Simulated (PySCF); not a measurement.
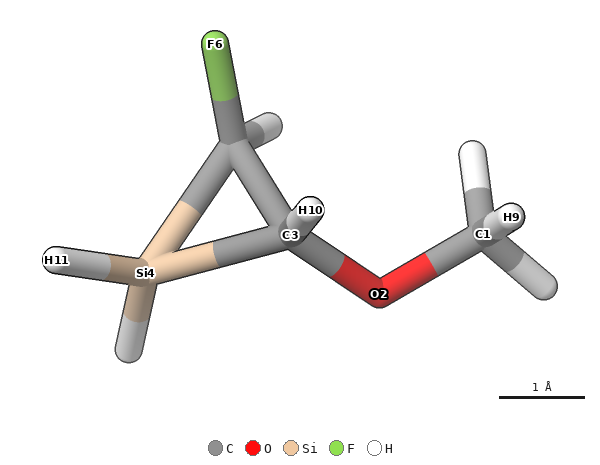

**Figure 1.** The starting structure (stick view, seen at a tilt; atoms are numbered from 1 in the order of the input). Bond lengths as drawn: C–C 1.53 Å, C–F 1.37 Å, C–H 1.06 to 1.12 Å, C–O 1.41 to 1.42 Å, C–Si 1.85 to 1.90 Å and H–Si 1.45 to 1.48 Å.

## Run report: C3H7FOSi, geometry relaxation

System: C3H7FOSi.
Method: PBE0-D3(BJ)/def2-SVP geometry optimisation, gas phase (PySCF 2.14.0).

It belongs to a series of runs on one base structure; here: constitutional isomer.

What the program printed:
```
step   0  E = -582.25553047  max force = 0.033966
step   1  E = -582.26129975  max force = 0.009400
step   2  E = -582.26180615  max force = 0.002708
step   3  E = -582.26196057  max force = 0.003868
step   4  E = -582.26209841  max force = 0.003880
step   5  E = -582.26220420  max force = 0.001740
step   6  E = -582.26223908  max force = 0.000673
step   7  E = -582.26225819  max force = 0.000758
step   8  E = -582.26226373  max force = 0.000825
step   9  E = -582.26226342  max force = 0.000461
step  10  E = -582.26226263  max force = 0.000391
optimisation converged
```

Trajectory as extended XYZ (Å, eV, eV/Å), 8 of the 11 frames kept, from step=0 to step=10:
```
13
Properties=species:S:1:pos:R:3:forces:R:3 step=0 energy=-15843.98000
C     2.0266    0.0161   -0.3966   -1.6636   1.5276   0.3506
O     1.0507   -0.0193    0.6398   -0.1082  -0.0809  -0.2478
C    -0.2134    0.4941    0.2722    1.6562  -1.0729   0.1161
Si   -1.6861   -0.1507    1.1949   -0.4140   0.2507  -0.6503
C    -1.0918   -0.4189   -0.5855   -0.7806   1.7466   0.0633
F    -1.7018    0.2069   -1.6462   -0.0841  -0.0146   0.2022
H     1.6785   -0.5165   -1.2818   -0.0056  -0.3093  -0.4226
H     2.9341   -0.4022   -0.0189    0.8577  -0.5164   0.4017
H     2.2004    1.0852   -0.6755    0.1310  -0.4117  -0.0870
H    -0.1561    1.5276   -0.0590   -0.3398   0.5624  -0.2446
H    -2.8291    0.7727    1.3652   -0.0518   0.0060   0.1165
H    -1.5262   -1.2737    2.0998    0.0602  -0.3935   0.4762
H    -0.6802   -1.3382   -0.9186    0.7427  -1.2938  -0.0744
13
Properties=species:S:1:pos:R:3:forces:R:3 step=1 energy=-15844.13699
C     1.9740    0.2062   -0.5510    0.4833  -0.3344   0.0846
O     1.1392   -0.0646    0.5372   -0.1832   0.0773   0.0876
C    -0.1541    0.3774    0.3391   -0.1519   0.1712  -0.2416
Si   -1.6425   -0.2981    1.2655    0.0072  -0.0148   0.0375
C    -1.0974   -0.4606   -0.5283    0.1358  -0.2179   0.0133
F    -1.7379    0.1792   -1.5470    0.0468  -0.0123  -0.0590
H     1.6397   -0.3019   -1.4785   -0.0089   0.0682   0.0679
H     2.9738   -0.1849   -0.2742   -0.2223   0.1702  -0.2114
H     2.0531    1.2907   -0.7538   -0.0239   0.0146   0.0025
H    -0.2410    1.4523    0.0670   -0.0354  -0.1319   0.1191
H    -2.7381    0.6442    1.5971    0.0462   0.0733   0.0021
H    -1.4951   -1.4492    2.1851    0.0125  -0.0874  -0.0283
H    -0.6660   -1.4301   -0.8495   -0.1060   0.2240   0.1256
13
Properties=species:S:1:pos:R:3:forces:R:3 step=3 energy=-15844.15497
C     1.9730    0.2009   -0.5463   -0.1237   0.0603  -0.0324
O     1.1328   -0.0373    0.5516    0.0734   0.0349   0.0245
C    -0.1647    0.3911    0.3398    0.0757  -0.1576  -0.0717
Si   -1.6468   -0.3016    1.2604   -0.0230  -0.0173   0.0699
C    -1.0849   -0.4624   -0.5277   -0.0530   0.1989   0.0034
F    -1.7029    0.1543   -1.5747    0.0087  -0.0438  -0.0379
H     1.6167   -0.3124   -1.4588   -0.0055  -0.0087  -0.0178
H     2.9733   -0.1749   -0.3000    0.0456  -0.0407   0.0572
H     2.0454    1.2821   -0.7721    0.0072   0.0004  -0.0038
H    -0.2684    1.4632    0.0902   -0.0449   0.0443   0.0134
H    -2.7155    0.6649    1.6139    0.0155   0.0034  -0.0096
H    -1.5052   -1.4806    2.1497    0.0006  -0.0072  -0.0273
H    -0.6451   -1.4267   -0.8172    0.0234  -0.0668   0.0321
13
Properties=species:S:1:pos:R:3:forces:R:3 step=4 energy=-15844.15872
C     1.9653    0.2067   -0.5540   -0.0668   0.0426  -0.0067
O     1.1402   -0.0224    0.5563   -0.0037   0.0497  -0.0108
C    -0.1625    0.3920    0.3463    0.0625  -0.1413  -0.0183
Si   -1.6488   -0.3024    1.2613    0.0102  -0.0193   0.0358
C    -1.0753   -0.4620   -0.5229   -0.0782   0.1995  -0.0157
F    -1.6800    0.1377   -1.5877    0.0235  -0.0407  -0.0076
H     1.5982   -0.3135   -1.4585   -0.0009  -0.0114  -0.0068
H     2.9643   -0.1717   -0.3090    0.0858  -0.0331   0.0096
H     2.0403    1.2857   -0.7910   -0.0029  -0.0073   0.0101
H    -0.2779    1.4653    0.1076   -0.0430   0.0493  -0.0007
H    -2.7073    0.6724    1.6201    0.0022  -0.0038  -0.0001
H    -1.5163   -1.4963    2.1312   -0.0084   0.0000  -0.0027
H    -0.6325   -1.4309   -0.7909    0.0196  -0.0842   0.0138
13
Properties=species:S:1:pos:R:3:forces:R:3 step=6 energy=-15844.16255
C     1.9621    0.2225   -0.5767    0.0189   0.0001   0.0109
O     1.1545   -0.0033    0.5468   -0.0346   0.0046  -0.0128
C    -0.1581    0.3839    0.3516    0.0242  -0.0161   0.0137
Si   -1.6459   -0.3040    1.2740    0.0326   0.0024  -0.0195
C    -1.0752   -0.4625   -0.5113   -0.0026   0.0104  -0.0224
F    -1.6552    0.1070   -1.6041    0.0077  -0.0024   0.0120
H     1.5839   -0.3050   -1.4728    0.0021  -0.0027   0.0025
H     2.9678   -0.1538   -0.3428   -0.0039   0.0081  -0.0165
H     2.0315    1.3002   -0.8199   -0.0031  -0.0006   0.0008
H    -0.3001    1.4609    0.1338   -0.0113  -0.0026  -0.0025
H    -2.6804    0.6864    1.6573   -0.0029  -0.0052   0.0159
H    -1.5338   -1.5216    2.1128   -0.0140   0.0032   0.0182
H    -0.6433   -1.4501   -0.7397   -0.0131   0.0008  -0.0002
13
Properties=species:S:1:pos:R:3:forces:R:3 step=7 energy=-15844.16307
C     1.9619    0.2290   -0.5895    0.0215  -0.0063  -0.0011
O     1.1599   -0.0088    0.5354    0.0037  -0.0121  -0.0003
C    -0.1540    0.3748    0.3510   -0.0134   0.0147   0.0098
Si   -1.6389   -0.3046    1.2836    0.0132   0.0079  -0.0122
C    -1.0812   -0.4650   -0.5063    0.0173  -0.0390   0.0001
F    -1.6586    0.1030   -1.6003   -0.0076   0.0113   0.0015
H     1.5850   -0.2974   -1.4866   -0.0025   0.0028  -0.0013
H     2.9723   -0.1402   -0.3630   -0.0175   0.0088  -0.0044
H     2.0219    1.3085   -0.8266   -0.0037   0.0017  -0.0052
H    -0.3014    1.4527    0.1381    0.0000  -0.0096  -0.0001
H    -2.6614    0.6926    1.6827    0.0016  -0.0010   0.0086
H    -1.5362   -1.5247    2.1207   -0.0054   0.0010   0.0056
H    -0.6615   -1.4594   -0.7303   -0.0072   0.0199  -0.0010
13
Properties=species:S:1:pos:R:3:forces:R:3 step=9 energy=-15844.16322
C     1.9552    0.2387   -0.6247   -0.0053  -0.0022  -0.0099
O     1.1735   -0.0235    0.5092    0.0201  -0.0079   0.0035
C    -0.1436    0.3585    0.3542   -0.0213   0.0208  -0.0066
Si   -1.6169   -0.3084    1.3111   -0.0152   0.0012   0.0146
C    -1.0922   -0.4706   -0.4895    0.0025  -0.0237   0.0227
F    -1.6814    0.1057   -1.5726   -0.0078   0.0061  -0.0048
H     1.5749   -0.2868   -1.5210   -0.0037   0.0030  -0.0035
H     2.9751   -0.1128   -0.4165   -0.0007  -0.0023   0.0035
H     1.9909    1.3212   -0.8530   -0.0009   0.0008  -0.0037
H    -0.2966    1.4371    0.1483    0.0103  -0.0006   0.0036
H    -2.6174    0.7007    1.7364    0.0039   0.0022  -0.0053
H    -1.5241   -1.5296    2.1485    0.0104  -0.0038  -0.0102
H    -0.6896   -1.4697   -0.7215    0.0078   0.0066  -0.0039
13
Properties=species:S:1:pos:R:3:forces:R:3 step=10 energy=-15844.16319
C     1.9481    0.2423   -0.6471   -0.0172   0.0013  -0.0070
O     1.1807   -0.0269    0.4950    0.0112  -0.0006   0.0009
C    -0.1387    0.3544    0.3572   -0.0079   0.0142  -0.0092
Si   -1.6019   -0.3118    1.3291   -0.0201  -0.0048   0.0197
C    -1.0970   -0.4727   -0.4773   -0.0088   0.0015   0.0193
F    -1.6978    0.1076   -1.5523   -0.0026  -0.0020  -0.0029
H     1.5613   -0.2838   -1.5401   -0.0023   0.0008  -0.0032
H     2.9723   -0.1022   -0.4502    0.0093  -0.0062   0.0013
H     1.9736    1.3254   -0.8741    0.0012   0.0001  -0.0009
H    -0.2945    1.4331    0.1551    0.0104   0.0046   0.0032
H    -2.5949    0.6999    1.7659    0.0028   0.0016  -0.0074
H    -1.5058   -1.5338    2.1647    0.0143  -0.0043  -0.0106
H    -0.6975   -1.4708   -0.7170    0.0098  -0.0062  -0.0032
```

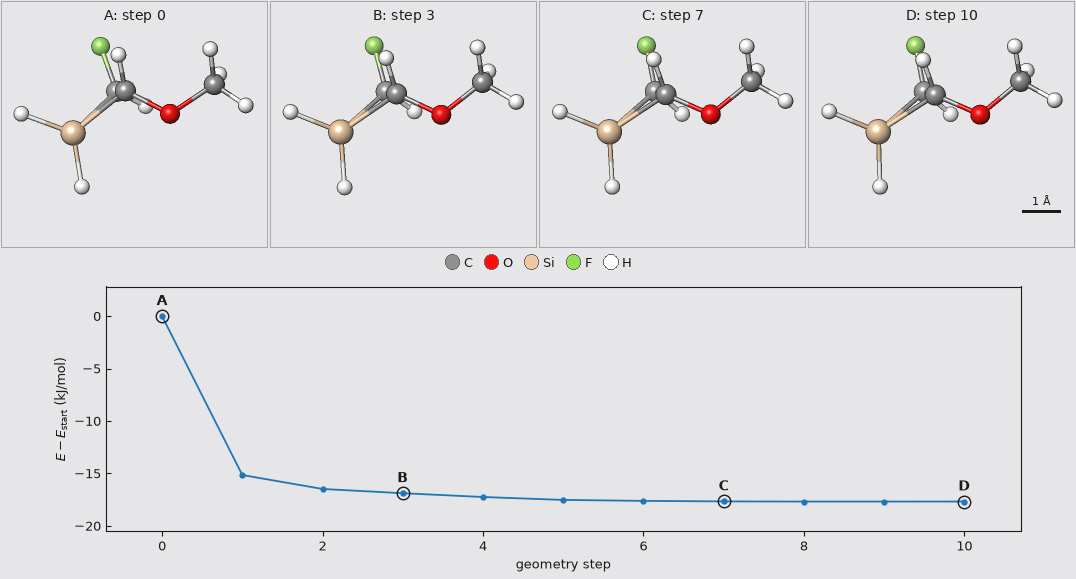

**Figure 2.** Frames of the relaxation (ball-and-stick view, seen at a tilt) above the curves, on which the letters mark them (steps are counted from 0).

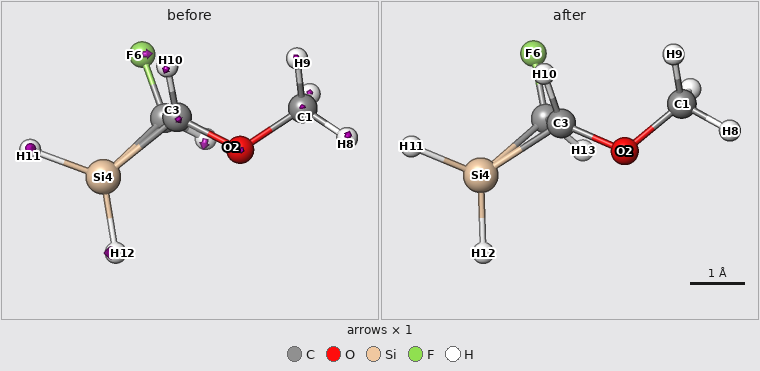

**Figure 3.** Before (left) and after (right) the relaxation, at one scale (ball-and-stick view, seen at a tilt). The pink arrows give the displacements, at true length. H12 moves most after the best rigid fit: 0.31 Å. Largest moves by element: H 0.31 Å, F 0.21 Å, C 0.14 Å, O 0.09 Å, Si 0.07 Å. Among the contacts that change: C5–H13 1.061 → 1.101 Å, O2–C3 1.413 → 1.380 Å, Si4–H12 1.451 → 1.484 Å, C1–H8 1.068 → 1.098 Å. Among the angles that change: Si4–C3–H10 121.6° → 109.3°, Si4–C5–H13 122.6° → 112.6°, O2–C3–Si4 117.1° → 126.5°. The energy falls by 17.7 kJ/mol in 10 geometry steps. The largest force component goes from 1.7 to 0.02 eV/Å. (Atoms are counted from 1 in the order of the input.)

This output came from the following input.

The input:
```
{"job": {"xc": "PBE0", "basis": "def2-SVP", "d3": "d3bj", "grid": 1, "shake": 0.01, "kind": "geom"}, "charge": 0, "multiplicity": 1}
C      2.026590     0.016120    -0.396640
O      1.050700    -0.019340     0.639790
C     -0.213380     0.494140     0.272150
Si    -1.686120    -0.150730     1.194940
C     -1.091770    -0.418880    -0.585450
F     -1.701770     0.206850    -1.646240
H      1.678540    -0.516470    -1.281820
H      2.934100    -0.402190    -0.018880
H      2.200420     1.085230    -0.675510
H     -0.156100     1.527640    -0.059030
H     -2.829050     0.772680     1.365150
H     -1.526170    -1.273710     2.099790
H     -0.680170    -1.338230    -0.918570
```

The first line tells a small driver script what to run in PySCF; the rest is the geometry in Å.

Run as:
```bash
OMP_NUM_THREADS=1 python <driver script> task.json out
```

Results in brief:

```csv
quantity,value
outcome,converged
total energy,−582.262263 hartree
dipole moment,0.54 D
point group,C1
hardware,"1 CPU thread, shared host"
wall time,59 s
peak memory,0.52 GiB
```
